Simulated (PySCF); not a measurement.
Run report: C₁₀H₁₅In, geometry relaxation

- system: C₁₀H₁₅In, SMILES C[CH2][In]([CH2]C)[c]1ccccc1
- method: PBE0-D3(BJ)/def2-SVP geometry optimisation, gas phase (PySCF 2.14.0)

It belongs to a series of runs on one base structure; here: one ligand: Et to Ph.

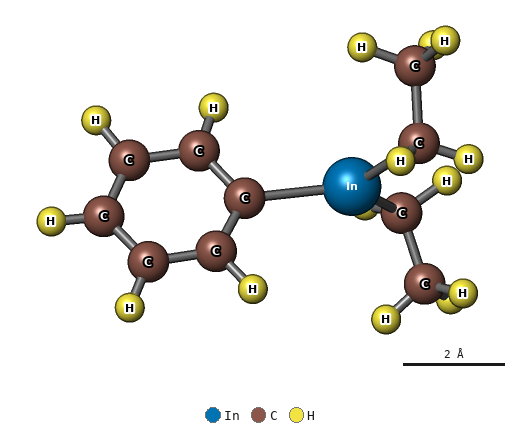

*The starting structure (ball-and-stick view, seen at a tilt). Sticks mark near contacts.*

Bond lengths as drawn: C–C 1.38 to 1.55 Å, C–H 1.05 to 1.17 Å and C–In 2.19 to 2.40 Å.

Input
```
{"job": {"xc": "PBE0", "basis": "def2-SVP", "d3": "d3bj", "grid": 1, "maxiter": 40, "shake": 0.03, "kind": "geom"}, "charge": 0, "multiplicity": 1}
In     0.514420     0.724780     0.008140
C      2.720020     0.785930    -0.041170
C      3.229090     0.815500     1.359980
H      3.173800     1.687980    -0.596620
H      3.077700    -0.110750    -0.595330
H      4.370630     0.851690     1.373010
H      2.973060     1.702630     1.923260
H      3.013610    -0.043860     1.926150
C     -0.690330     2.799400     0.074920
C     -1.111820     3.163560    -1.366410
H     -0.053530     3.537590     0.468030
H     -1.545760     2.693340     0.680300
H     -1.726840     4.152120    -1.427460
H     -0.281730     3.284940    -2.024150
H     -1.772880     2.379630    -1.826690
C     -0.663140    -1.120660     0.025180
C     -0.848610    -1.844700    -1.180910
C     -1.553120    -3.072820    -1.155060
C     -2.016290    -3.634660     0.022040
C     -1.898100    -2.893980     1.211290
C     -1.205440    -1.698340     1.157370
H     -0.452270    -1.539310    -2.139980
H     -1.649040    -3.595180    -2.163560
H     -2.545580    -4.548410     0.000470
H     -2.150090    -3.353950     2.138240
H     -1.049160    -1.116550     2.118910
```

The first line tells a small driver script what to run in PySCF; the rest is the geometry in Å.

Command:
```bash
OMP_NUM_THREADS=2 python <driver script> task.json out
```

What the program printed
```
step   0  E = -579.42797631  max force = 0.053532
step   1  E = -579.45213769  max force = 0.018844
step   2  E = -579.44086128  max force = 0.021543
step   3  E = -579.45840677  max force = 0.006305
step   4  E = -579.45886780  max force = 0.004373
step   5  E = -579.45919970  max force = 0.003468
step   6  E = -579.45927354  max force = 0.005906
step   7  E = -579.45965116  max force = 0.001545
step   8  E = -579.46046149  max force = 0.004224
step   9  E = -579.46174263  max force = 0.007130
step  10  E = -579.46298590  max force = 0.008462
step  11  E = -579.46408524  max force = 0.002761
step  12  E = -579.46432778  max force = 0.001501
step  13  E = -579.46439263  max force = 0.000703
step  14  E = -579.46442425  max force = 0.000695
step  15  E = -579.46445307  max force = 0.000687
step  16  E = -579.46447682  max force = 0.000743
step  17  E = -579.46450287  max force = 0.000561
step  18  E = -579.46451391  max force = 0.000870
step  19  E = -579.46451508  max force = 0.000803
step  20  E = -579.46453775  max force = 0.000552
step  21  E = -579.46455951  max force = 0.000324
step  22  E = -579.46457238  max force = 0.000482
step  23  E = -579.46457902  max force = 0.000278
optimisation converged
```

Trajectory as extended XYZ (Å, eV, eV/Å), 8 of the 24 frames kept, from step=0 to step=23
```
26
Properties=species:S:1:pos:R:3:forces:R:3 step=0 energy=-15767.03833
In    0.5144    0.7248    0.0081   -0.7407   1.4491   0.0316
C     2.7200    0.7859   -0.0412    0.2858   0.7915  -1.5885
C     3.2291    0.8155    1.3600    2.7527   0.8724  -0.3923
H     3.1738    1.6880   -0.5966   -0.9821  -1.0639   0.4947
H     3.0777   -0.1108   -0.5953   -0.1019   0.2422   0.2774
H     4.3706    0.8517    1.3730   -0.9153  -0.0783  -0.0968
H     2.9731    1.7026    1.9233   -0.5564   0.5252   0.3381
H     3.0136   -0.0439    1.9262   -0.7178  -1.5235   1.0839
C    -0.6903    2.7994    0.0749    0.6931  -2.0592  -2.5867
C    -1.1118    3.1636   -1.3664   -2.0914   0.4620   0.7974
H    -0.0535    3.5376    0.4680    1.1707   1.2536   0.8093
H    -1.5458    2.6933    0.6803   -1.3411  -0.2837   1.1601
H    -1.7268    4.1521   -1.4275    0.8907  -1.3451   0.1947
H    -0.2817    3.2849   -2.0242    1.0712   0.2039  -0.7769
H    -1.7729    2.3796   -1.8267    0.3591   0.4423   0.3192
C    -0.6631   -1.1207    0.0252    0.3348  -0.3227  -1.8337
C    -0.8486   -1.8447   -1.1809   -0.6279  -0.7561   1.1715
C    -1.5531   -3.0728   -1.1551    0.7718   0.1520  -1.9744
C    -2.0163   -3.6347    0.0220   -0.0419   1.6820   0.3360
C    -1.8981   -2.8940    1.2113    0.9364  -0.6459  -1.5899
C    -1.2054   -1.6983    1.1574    0.1823   1.5461   2.5247
H    -0.4523   -1.5393   -2.1400    0.1896   0.3711  -0.3225
H    -1.6490   -3.5952   -2.1636   -0.0652   0.3886   1.3731
H    -2.5456   -4.5484    0.0005   -0.5675  -1.3406   0.0436
H    -2.1501   -3.3540    2.1382   -0.5724  -0.1636   0.9712
H    -1.0492   -1.1165    2.1189   -0.3164  -0.7993  -0.7648
26
Properties=species:S:1:pos:R:3:forces:R:3 step=3 energy=-15767.86639
In    0.5055    0.8217   -0.0036    0.0982  -0.2568  -0.0025
C     2.6857    0.8261   -0.0719    0.0303  -0.2068   0.1147
C     3.2712    0.8124    1.3415   -0.0886  -0.0175   0.0488
H     3.0295    1.7056   -0.6332    0.0170   0.1143  -0.0191
H     3.0217   -0.0612   -0.6306   -0.0013  -0.0131  -0.0247
H     4.3738    0.8347    1.3372    0.0417  -0.0080  -0.0213
H     2.9441    1.6865    1.9331    0.0241  -0.0653  -0.0041
H     2.9773   -0.0948    1.9050    0.0284   0.1478  -0.0802
C    -0.6602    2.6363    0.0709   -0.0333   0.2066   0.1019
C    -1.1253    3.0196   -1.3313    0.0560   0.0696  -0.0553
H    -0.0336    3.4330    0.5133   -0.1831  -0.0485  -0.0325
H    -1.5230    2.4630    0.7396    0.0997   0.0991  -0.0649
H    -1.7401    3.9335   -1.3293   -0.0429   0.0914   0.0025
H    -0.2785    3.2151   -2.0164   -0.0884  -0.0353   0.0716
H    -1.7439    2.2334   -1.7927   -0.0007  -0.0437  -0.0218
C    -0.5974   -1.0567   -0.0104   -0.0652  -0.3242   0.0580
C    -0.7685   -1.8126   -1.1808    0.0393  -0.0043  -0.0902
C    -1.4790   -3.0163   -1.1821   -0.0364   0.0372  -0.0061
C    -2.0409   -3.5092   -0.0050   -0.0103   0.0191   0.0823
C    -1.8794   -2.7856    1.1776    0.1003  -0.0740  -0.0652
C    -1.1651   -1.5853    1.1625   -0.1140   0.1459   0.0732
H    -0.3400   -1.4637   -2.1285   -0.0268  -0.0501   0.0209
H    -1.5990   -3.5728   -2.1133    0.0063  -0.0301  -0.0705
H    -2.6038   -4.4508   -0.0039    0.0946   0.1157  -0.0312
H    -2.2952   -3.1678    2.1178    0.0132   0.0893  -0.1037
H    -1.0774   -1.0383    2.1042    0.0419   0.0418   0.1192
26
Properties=species:S:1:pos:R:3:forces:R:3 step=7 energy=-15767.90025
In    0.5037    0.8247    0.0044    0.0447  -0.0795  -0.0199
C     2.6875    0.7878   -0.0982   -0.0107   0.0176  -0.0116
C     3.3354    0.7565    1.2844   -0.0008  -0.0043  -0.0110
H     3.0209    1.6753   -0.6609    0.0033  -0.0131   0.0027
H     2.9852   -0.0968   -0.6834    0.0054   0.0006  -0.0086
H     4.4378    0.7505    1.2220   -0.0003  -0.0013   0.0054
H     3.0589    1.6316    1.8957    0.0073   0.0075  -0.0010
H     3.0471   -0.1402    1.8571   -0.0019  -0.0067   0.0035
C    -0.6698    2.6588    0.1010   -0.0503   0.0613   0.0347
C    -1.2058    3.0681   -1.2694   -0.0076   0.0047   0.0067
H    -0.0538    3.4627    0.5344    0.0134   0.0019  -0.0081
H    -1.5035    2.4849    0.8006   -0.0088  -0.0022   0.0008
H    -1.8227    3.9825   -1.2140    0.0045  -0.0107  -0.0044
H    -0.3968    3.2785   -1.9886    0.0040   0.0027  -0.0016
H    -1.8400    2.2852   -1.7174   -0.0020   0.0028   0.0041
C    -0.5863   -1.0637   -0.0058   -0.0394  -0.0444  -0.0141
C    -0.6187   -1.8938   -1.1382    0.0763  -0.0175  -0.0615
C    -1.3302   -3.0953   -1.1501   -0.0044   0.0400   0.0731
C    -2.0247   -3.5004   -0.0104    0.0075  -0.0066  -0.0160
C    -2.0067   -2.6973    1.1292    0.0122   0.0160  -0.0294
C    -1.3000   -1.4930    1.1242   -0.0501   0.0080   0.0358
H    -0.0729   -1.6110   -2.0449    0.0057   0.0033  -0.0089
H    -1.3396   -3.7190   -2.0490    0.0061   0.0238   0.0209
H    -2.5782   -4.4426   -0.0110   -0.0119  -0.0020   0.0046
H    -2.5517   -3.0064    2.0253    0.0092  -0.0042   0.0014
H    -1.3167   -0.8817    2.0332   -0.0115   0.0024   0.0023
26
Properties=species:S:1:pos:R:3:forces:R:3 step=10 energy=-15767.99099
In    0.4959    0.8671    0.0117   -0.0547   0.1894   0.0487
C     2.6548    0.7097   -0.2950   -0.0220   0.0356  -0.1393
C     3.4881    0.5421    0.9698   -0.0111  -0.0079   0.0671
H     2.9762    1.6054   -0.8506    0.0297   0.0012  -0.0118
H     2.8079   -0.1477   -0.9723    0.0208   0.0077   0.0095
H     4.5630    0.4328    0.7412   -0.0052   0.0016  -0.0038
H     3.3972    1.4105    1.6429   -0.0099  -0.0171   0.0129
H     3.1972   -0.3503    1.5491   -0.0079   0.0243  -0.0103
C    -0.6694    2.7135    0.2855    0.0160  -0.0907   0.1802
C    -1.4459    3.1656   -0.9475    0.0727  -0.0638  -0.0340
H     0.0016    3.5126    0.6431    0.0072  -0.0394  -0.0512
H    -1.3726    2.5137    1.1153    0.0547  -0.0019  -0.0439
H    -2.0405    4.0717   -0.7438   -0.0240   0.0338  -0.0079
H    -0.7829    3.4043   -1.7959   -0.0112   0.0005   0.0120
H    -2.1498    2.3932   -1.2968   -0.0091  -0.0084  -0.0119
C    -0.5854   -1.0105    0.0120    0.1051   0.3164   0.0154
C    -0.0007   -2.1396   -0.5859   -0.4351   0.0350   0.2939
C    -0.7000   -3.3452   -0.6035    0.1828  -0.3420  -0.1842
C    -1.9624   -3.4624   -0.0240    0.0739   0.1609   0.0052
C    -2.5383   -2.3460    0.5799   -0.1659   0.0000   0.0912
C    -1.8629   -1.1257    0.5904    0.1599  -0.1645  -0.1906
H     1.0006   -2.0900   -1.0294   -0.0769   0.0121   0.0129
H    -0.2445   -4.2169   -1.0772    0.0158  -0.1003  -0.0347
H    -2.4952   -4.4175   -0.0446    0.0429   0.0370   0.0042
H    -3.5239   -2.4273    1.0471   -0.0178   0.0034  -0.0205
H    -2.3499   -0.2572    1.0486    0.0694  -0.0230  -0.0090
26
Properties=species:S:1:pos:R:3:forces:R:3 step=13 energy=-15768.02927
In    0.5228    0.8831   -0.0051    0.0312  -0.0221  -0.0094
C     2.6736    0.7479   -0.3658    0.0115  -0.0016  -0.0228
C     3.4950    0.5155    0.8999   -0.0197   0.0031   0.0104
H     3.0029    1.6664   -0.8781   -0.0025   0.0012   0.0100
H     2.8272   -0.0790   -1.0791    0.0029  -0.0002   0.0009
H     4.5714    0.4087    0.6789    0.0028   0.0038   0.0031
H     3.4002    1.3489    1.6153    0.0005  -0.0011   0.0010
H     3.1888   -0.3999    1.4327    0.0047  -0.0033  -0.0043
C    -0.6378    2.6940    0.3649   -0.0008  -0.0057   0.0007
C    -1.4743    3.1290   -0.8361   -0.0089   0.0007  -0.0009
H     0.0479    3.4977    0.6764   -0.0049   0.0063  -0.0016
H    -1.2902    2.4835    1.2288   -0.0016   0.0119   0.0084
H    -2.0745    4.0297   -0.6168    0.0007  -0.0025  -0.0008
H    -0.8511    3.3722   -1.7125    0.0009   0.0009   0.0009
H    -2.1817    2.3458   -1.1547    0.0015  -0.0013  -0.0004
C    -0.5691   -0.9903   -0.0211   -0.0317  -0.0362   0.0097
C     0.0815   -2.2073   -0.2832    0.0209  -0.0075  -0.0085
C    -0.6121   -3.4185   -0.2869   -0.0036   0.0146  -0.0016
C    -1.9825   -3.4357   -0.0283    0.0027   0.0215   0.0007
C    -2.6521   -2.2402    0.2332    0.0022  -0.0112   0.0002
C    -1.9493   -1.0348    0.2374   -0.0085   0.0171   0.0008
H     1.1569   -2.2182   -0.4910    0.0009   0.0000   0.0018
H    -0.0827   -4.3530   -0.4929   -0.0012   0.0082   0.0022
H    -2.5299   -4.3819   -0.0305    0.0012   0.0023  -0.0019
H    -3.7267   -2.2485    0.4354    0.0030   0.0010   0.0016
H    -2.4956   -0.1094    0.4491   -0.0041   0.0002  -0.0003
26
Properties=species:S:1:pos:R:3:forces:R:3 step=16 energy=-15768.03156
In    0.5608    0.8705   -0.0144   -0.0027   0.0094   0.0002
C     2.7156    0.7667   -0.3581   -0.0097   0.0014   0.0382
C     3.5019    0.5181    0.9274    0.0113  -0.0050  -0.0092
H     3.0385    1.7061   -0.8343    0.0059  -0.0006  -0.0055
H     2.9032   -0.0394   -1.0861   -0.0035   0.0006  -0.0059
H     4.5883    0.4516    0.7412   -0.0008   0.0019  -0.0011
H     3.3583    1.3242    1.6658   -0.0015  -0.0016   0.0014
H     3.2079   -0.4240    1.4191   -0.0011   0.0019  -0.0006
C    -0.6175    2.6720    0.3620   -0.0059   0.0111  -0.0095
C    -1.4921    3.0651   -0.8270    0.0016  -0.0045   0.0060
H     0.0578    3.4967    0.6403    0.0039  -0.0043  -0.0095
H    -1.2458    2.4714    1.2464    0.0095  -0.0094   0.0002
H    -2.1078    3.9558   -0.6111   -0.0023   0.0018   0.0004
H    -0.8949    3.3053   -1.7223   -0.0009   0.0004   0.0013
H    -2.1878    2.2595   -1.1143    0.0002  -0.0004  -0.0012
C    -0.5540   -0.9891   -0.0293    0.0062   0.0132  -0.0086
C     0.0674   -2.2137   -0.3239   -0.0118   0.0058   0.0033
C    -0.6542   -3.4077   -0.3357   -0.0029  -0.0105   0.0009
C    -2.0197   -3.3991   -0.0517    0.0076  -0.0058  -0.0013
C    -2.6586   -2.1954    0.2436   -0.0017   0.0086  -0.0011
C    -1.9297   -1.0055    0.2537   -0.0027  -0.0126   0.0040
H     1.1386   -2.2436   -0.5504   -0.0008  -0.0010  -0.0004
H    -0.1504   -4.3501   -0.5668    0.0019  -0.0035  -0.0018
H    -2.5870   -4.3335   -0.0607   -0.0006   0.0017   0.0002
H    -3.7290   -2.1844    0.4665    0.0000  -0.0003   0.0006
H    -2.4512   -0.0718    0.4902    0.0008   0.0014  -0.0010
26
Properties=species:S:1:pos:R:3:forces:R:3 step=20 energy=-15768.03322
In    0.6042    0.8885   -0.0248   -0.0284   0.0097   0.0061
C     2.7658    0.7701   -0.3045    0.0106   0.0041  -0.0166
C     3.5217    0.4527    0.9835   -0.0012  -0.0040   0.0052
H     3.1111    1.7253   -0.7317   -0.0006   0.0010   0.0070
H     2.9630   -0.0029   -1.0656   -0.0029  -0.0005   0.0023
H     4.6127    0.4064    0.8205   -0.0003  -0.0062  -0.0018
H     3.3531    1.2120    1.7650    0.0011   0.0012  -0.0013
H     3.2229   -0.5188    1.4101   -0.0036   0.0009   0.0031
C    -0.5862    2.6909    0.3089    0.0102  -0.0166   0.0038
C    -1.5637    2.9862   -0.8261   -0.0062   0.0009   0.0007
H     0.0847    3.5465    0.4838    0.0005   0.0031  -0.0042
H    -1.1358    2.5269    1.2517    0.0019   0.0138   0.0039
H    -2.1939    3.8671   -0.6110    0.0024  -0.0004  -0.0002
H    -1.0467    3.1939   -1.7773    0.0014   0.0001  -0.0006
H    -2.2482    2.1428   -1.0141    0.0007  -0.0012  -0.0014
C    -0.5379   -0.9560   -0.0459    0.0098  -0.0018  -0.0068
C     0.0596   -2.1881   -0.3580    0.0014  -0.0046   0.0041
C    -0.6813   -3.3705   -0.3764    0.0083   0.0042  -0.0011
C    -2.0430   -3.3428   -0.0773   -0.0106   0.0065  -0.0025
C    -2.6585   -2.1316    0.2385    0.0001  -0.0089   0.0090
C    -1.9110   -0.9537    0.2518    0.0081   0.0001  -0.0083
H     1.1284   -2.2342   -0.5926   -0.0007   0.0009  -0.0057
H    -0.1950   -4.3179   -0.6247   -0.0017   0.0001   0.0030
H    -2.6268   -4.2667   -0.0913    0.0021  -0.0020   0.0034
H    -3.7253   -2.1064    0.4767   -0.0023   0.0019  -0.0073
H    -2.4153   -0.0140    0.5007    0.0000  -0.0022   0.0061
26
Properties=species:S:1:pos:R:3:forces:R:3 step=23 energy=-15768.03435
In    0.5852    0.9225   -0.0330    0.0111  -0.0128  -0.0018
C     2.7454    0.7459   -0.3022   -0.0009  -0.0028  -0.0048
C     3.4817    0.3733    0.9827   -0.0103  -0.0049  -0.0013
H     3.1302    1.6938   -0.7111   -0.0020   0.0020   0.0059
H     2.9144   -0.0220   -1.0754    0.0077   0.0066  -0.0058
H     4.5702    0.2813    0.8225    0.0013  -0.0036   0.0018
H     3.3425    1.1250    1.7772    0.0055   0.0040  -0.0019
H     3.1379   -0.5913    1.3909   -0.0012  -0.0001   0.0020
C    -0.5668    2.7506    0.2745   -0.0140   0.0050   0.0007
C    -1.5872    3.0174   -0.8296    0.0013   0.0004  -0.0001
H     0.1247    3.6008    0.3841    0.0035   0.0002  -0.0026
H    -1.0770    2.6381    1.2466   -0.0004   0.0031   0.0026
H    -2.1944    3.9162   -0.6231    0.0002  -0.0011  -0.0004
H    -1.1069    3.1803   -1.8084    0.0002   0.0002   0.0000
H    -2.2905    2.1784   -0.9574   -0.0010   0.0007   0.0022
C    -0.5435   -0.9302   -0.0459   -0.0010  -0.0106   0.0011
C     0.0807   -2.1543   -0.3379    0.0143  -0.0027  -0.0050
C    -0.6346   -3.3523   -0.3447   -0.0128   0.0085   0.0037
C    -1.9994   -3.3484   -0.0570    0.0078  -0.0055   0.0002
C    -2.6421   -2.1462    0.2368    0.0044   0.0061  -0.0039
C    -1.9182   -0.9531    0.2415   -0.0125   0.0004   0.0076
H     1.1514   -2.1810   -0.5669    0.0020   0.0006   0.0023
H    -0.1269   -4.2932   -0.5742   -0.0001   0.0043  -0.0006
H    -2.5629   -4.2850   -0.0610   -0.0031   0.0006  -0.0015
H    -3.7120   -2.1386    0.4621    0.0015  -0.0008   0.0036
H    -2.4434   -0.0220    0.4789   -0.0017   0.0019  -0.0037
```

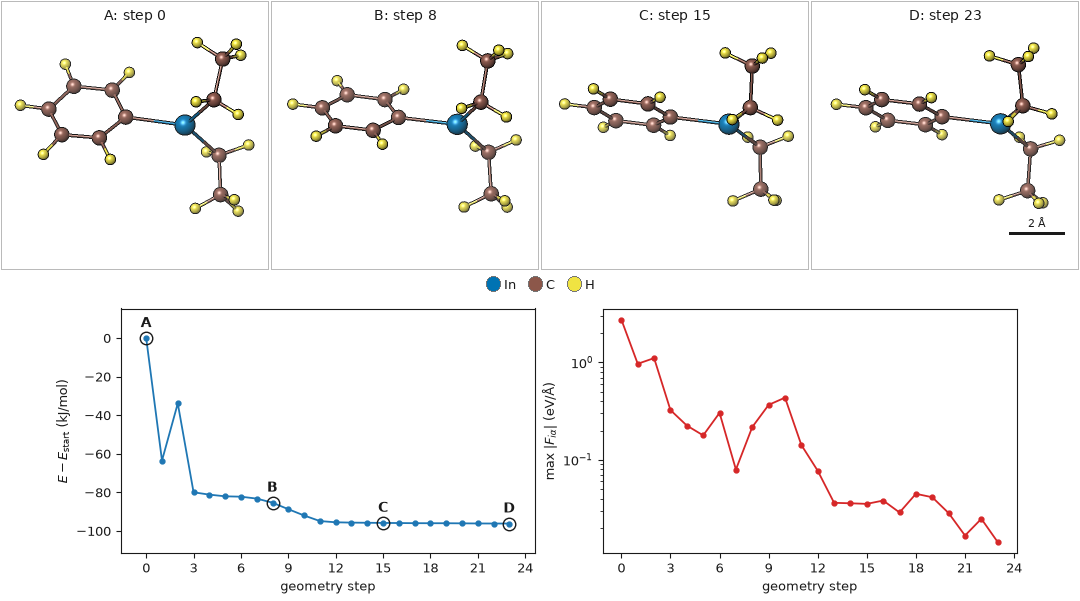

*Frames of the relaxation (ball-and-stick view, seen at a tilt) above the curves, on which the letters mark them (steps are counted from 0).*

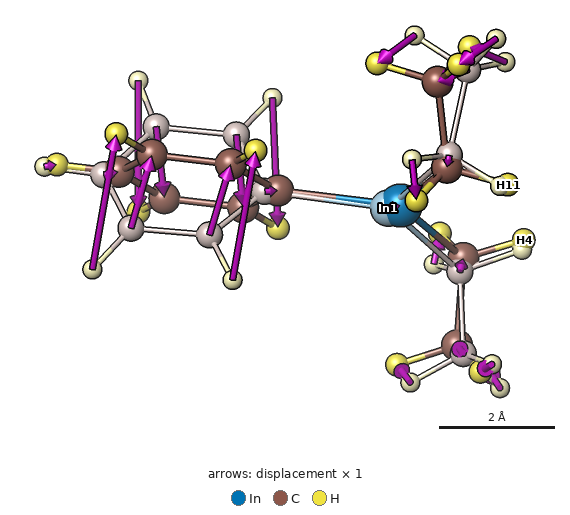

*Start (faint) and end (solid) with the displacements as pink arrows, at true length (ball-and-stick view, seen at a tilt). The two geometries are laid on each other by the best rigid fit.*

H25 moves most after the best rigid fit: 2.52 Å. By element the largest moves are H 2.52 Å, C 1.38 Å, In 0.22 Å. Among the contacts that change: In1–C9 2.400 → 2.183 Å, C10–H13 1.166 → 1.104 Å, C3–H8 1.051 → 1.102 Å, C2–H4 1.152 → 1.102 Å. Among the angles that change: C2–In1–C9 118.6° → 127.4°, C2–In1–C16 124.1° → 116.4°, In1–C2–H4 115.2° → 108.8°. The energy falls by 96.1 kJ/mol in 23 geometry steps. The largest force component goes from 2.8 to 0.014 eV/Å. (Atoms are counted from 1 in the order of the input.)

Results in brief

| quantity | value |
| --- | --- |
| outcome | converged |
| total energy | −579.464579 hartree |
| dipole moment | 0.47 D |
| point group | C1 |
| hardware | 2 CPU threads, shared host |
| wall time | 13 min (CPU time 32 min) |
| peak memory | 1.4 GiB |
